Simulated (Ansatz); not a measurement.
The figure comes from a scan of InSb (zinc blende): one Sb atom of a 2-atom cell moves by s along Cartesian z, with its periodic images. Level of theory: PBE (plane waves to 420 eV, PAW, scalar-relativistic; Ansatz, a quantum-chemistry and plane-wave program). k mesh 10×10×10 (Γ-centred), Fermi-Dirac smearing 0.05 eV. With partly filled bands, energies and forces of such displacements shift with the k mesh and the smearing. F∥ is the force on the atom along that direction. At this level the bands of InSb touch or barely overlap; measurements give the solid a gap. InSb was relaxed with its symmetry unable to fall. Spin-orbit coupling is left out, though Sb is heavy. 

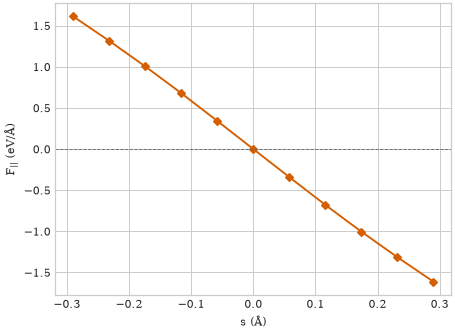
Figure. F∥ (eV/Å) against s (Å); markers are the computed points, lines only join them.

Read the plotted values off the figure, to the accuracy that the plot allows.

To the nearest 0.05:

```
s (Å)   F∥ (eV/Å)
------  ---------
-0.290       1.60
-0.232       1.30
-0.174       1.00
-0.116       0.70
-0.058       0.35
0.000        0.00
0.058       -0.35
0.116       -0.70
0.174       -1.00
0.232       -1.30
0.290       -1.60
```

(A displaced cell: forces are minus the slopes of the energy, force constants its curvatures, and phonons follow from these.)
